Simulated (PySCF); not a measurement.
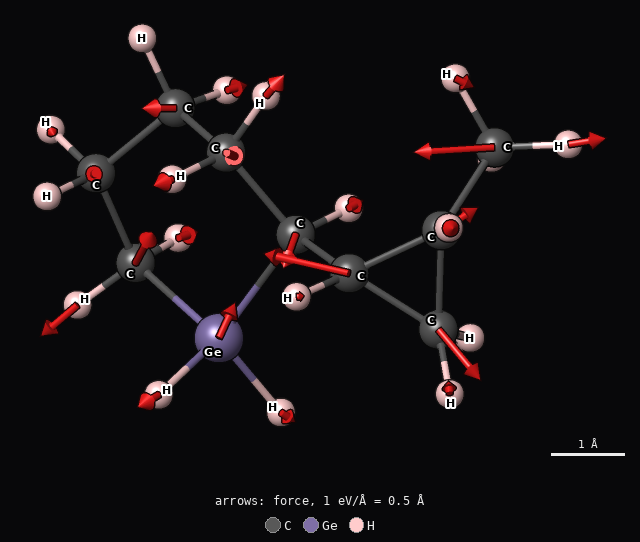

Starting geometry of C9H18Ge with the computed forces as red arrows. The picture is a ball-and-stick view, seen at a tilt.

The start comes from GFN2-xTB. Its atoms were then displaced at random by about 0.01 Å.

Method: PySCF, PBE0-D3(BJ)/def2-SVP geometry optimisation, gas phase. 

Q: Is this structure relaxed? If not, where do the atoms go?

A: It isn't relaxed: the largest force vector, on a C atom, is 2.77 eV/Å. The final displacements have little in common with the starting forces (cosine between the two patterns 0.23). The largest move after the best rigid fit is that of an H atom, 0.19 Å. Largest moves by element: H 0.19 Å, C 0.08 Å, Ge 0.04 Å. Some distances before and after: Ge–H 1.493 → 1.547 Å, C–C 1.456 → 1.502 Å, C–H 1.062 → 1.101 Å, C–C 1.474 → 1.510 Å. Bond angles that change, for instance: C–C–H 107.5° → 111.5°, H–Ge–H 105.4° → 108.9°, H–C–H 110.6° → 107.1°. After 4 geometry steps the energy has fallen by 30.2 kJ/mol. Cost: 6.6 min on 1 thread of AMD EPYC, on a shared host.
